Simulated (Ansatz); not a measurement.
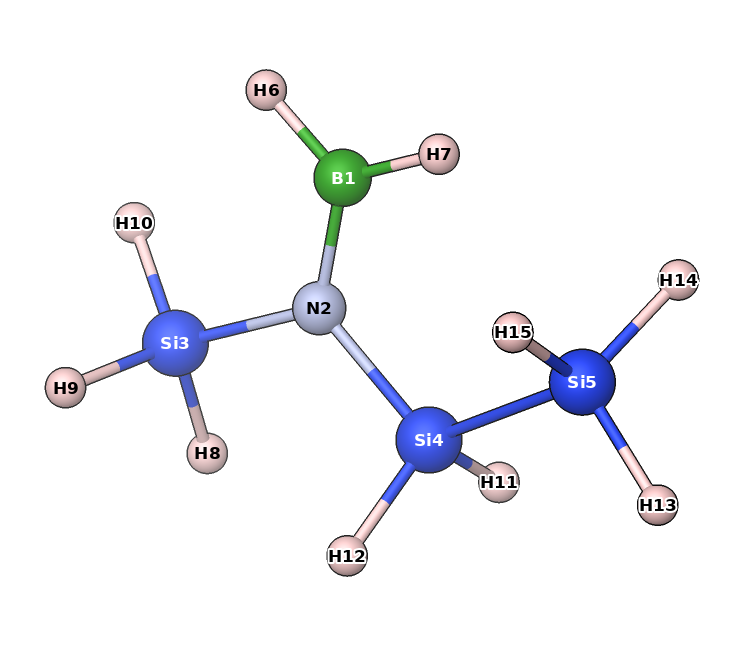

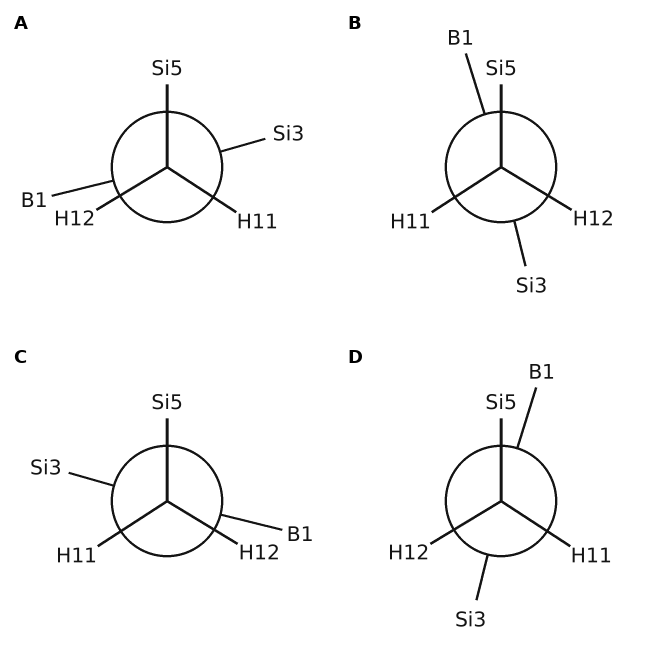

Depth is shown by fading: the farther an atom, the more it takes the colour of the background. Bonds that would overlap in a projection are set slightly apart. Computed geometry: PBE0-D4/def2-TZVP optimisation.

**Which Newman projection shows the view along Si4–N2, with Si4 in front?**

D. The torsion angle Si5–Si4–N2–Si3 is −166°, antiperiplanar (anti).
